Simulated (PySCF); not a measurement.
# Cl2OTe: electronic structure

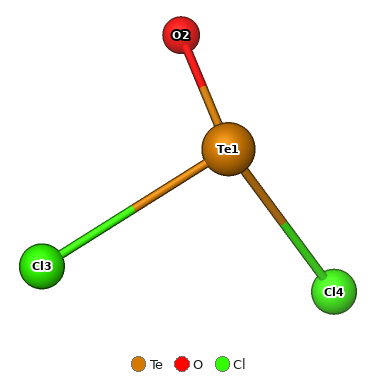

The molecule, with its atoms numbered as below. No frequency check shows the geometry to be a minimum.

Cartesian coordinates (Å):

```
Te1     -0.0000    0.4539    0.2990
O2      -0.0004    1.4101   -1.1805
Cl3     -1.7280   -1.0261   -0.1794
Cl4      1.7283   -1.0258   -0.1795
```

## 1. Bonding charge

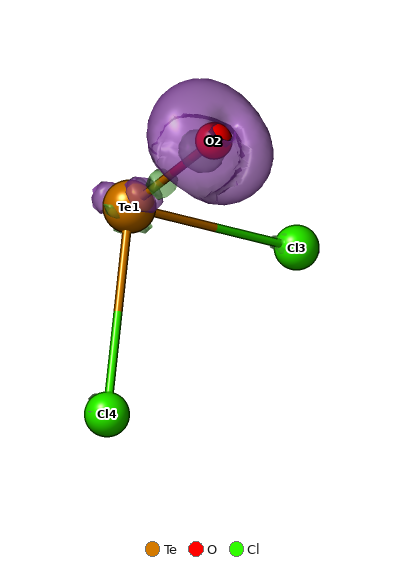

Deformation density (molecule less spherical, spin-averaged free atoms at the same positions), surfaces at ±0.15 e/Å³; purple: gain, green: loss.

Computed with PySCF, PBE0/def2-SVPD, geometry: GFN2-xTB. Core potentials replace the inner electrons of Te; spin–orbit coupling isn't included.

How much density has each bond gained at its critical point, relative to the free atoms?

Answer. Te1–Cl3 and Te1–Cl4: 0.00 e/Å³ at the bond critical point (bond length 2.33 Å). Te1–O2: −0.01 e/Å³ at the bond critical point (bond length 1.76 Å); up to 0.6 Å beside the axis the gain reaches +0.14 e/Å³. In all, 1.2 electrons gather in the regions of gain relative to the promolecule. A small or negative value marks a very polar bond, one between electron-rich atoms, whose free-atom densities already overlap strongly, a long bond to a heavier atom, or a closed-shell contact such as a hydrogen bond.

Where do the Hirshfeld charges lie?

Answer. The highest Hirshfeld charge is on Te1 (+0.66 e), the lowest on O2 (−0.38 e).

```csv
atom,charge (e)
Te1,+0.66
O2,−0.38
Cl3,−0.14
Cl4,−0.14
```

## 2. Bond critical points

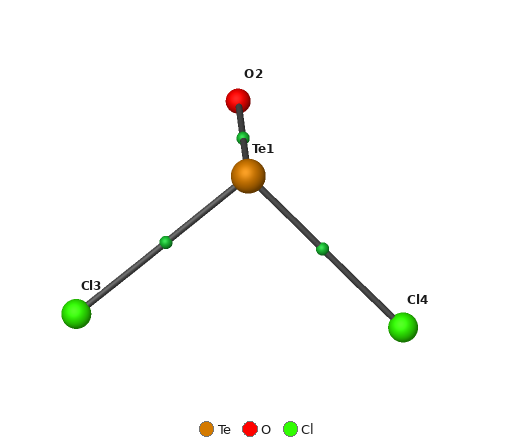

Molecular graph of the electron density (QTAIM): bond paths, bond critical points (green), ring points (magenta, if any); weak paths are dashed.

How many critical points of each kind are there, and does the count close?

Answer. 4 nuclei, 3 bond, 0 ring and 0 cage critical points: 4 − 3 + 0 − 0 = 1, as the Poincaré–Hopf relation requires.

Give the properties at the bond critical points.

Answer.
```tsv
bond	length (Å)	ρ (a.u.)	∇²ρ (a.u.)	ε	H (a.u.)
Te1–O2	1.762	0.187	+0.93	0.00	−0.081
Te1–Cl3 (2 alike)	2.325	0.093	+0.12	0.02	−0.032
```

What kind of interaction is Te1–Cl3?

Answer. Polar or intermediate (positive Laplacian, negative energy density H): ρ = 0.093, ∇²ρ = +0.12, H = −0.032 a.u.

## 3. Local ionisation energy

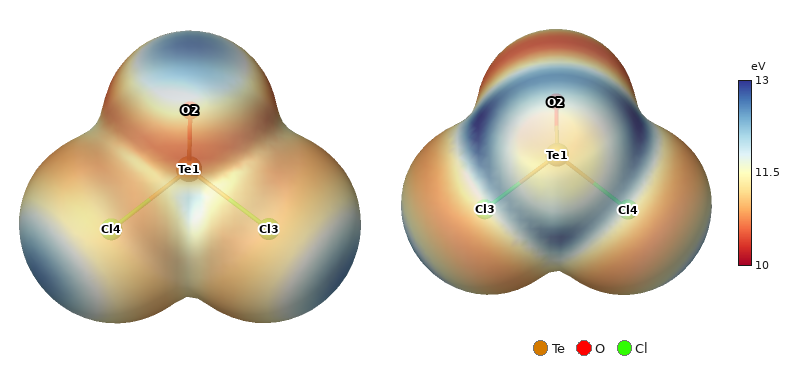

Average local ionisation energy on the surface of electron density 0.001 a.u. (back view left, front view right).

Where are the most loosely bound electrons on this surface?

Answer. The lowest value is 10.5 eV, 1.9 Å from O2. Further minima include 10.6 eV, 1.9 Å from O2; 10.8 eV, 2.1 Å from Cl4, and at like points elsewhere; 11.3 eV, 2.4 Å from Te1. For comparison, the highest occupied orbital lies at −8.8 eV.

## 4. Removing or adding an electron

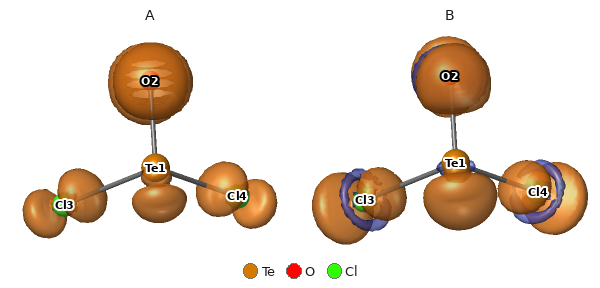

The Fukui function f⁻ from two separate SCF calculations and the density of the HOMO, at ±0.03 e/Å³ (orange positive, blue negative).

PySCF calculation, BLYP/def2-SVPD, gas phase; geometry: GFN2-xTB. Core potentials replace the inner electrons of Te; spin–orbit coupling isn't included.

Which panel is which, and how good is the frozen-orbital picture?

Answer. B is f⁻ (it has negative regions), A the HOMO density. The HOMO lies on O2 (60 %), Te1 (18 %) and Cl3 and Cl4 (11 % each); f⁻ (Hirshfeld-condensed) is largest on Te1 (0.28), O2 (0.25) and Cl3 and Cl4 (0.24 each); the vertical ionisation energy is 10.44 eV. Relaxation shifts 36 % of the electron between atoms. The orbital energy is −7.37 eV.

The PySCF runs shown took 10 s and 97 s on 1 thread of Intel(R) Xeon(R) Platinum 8488C (Sapphire Rapids), on a shared host.
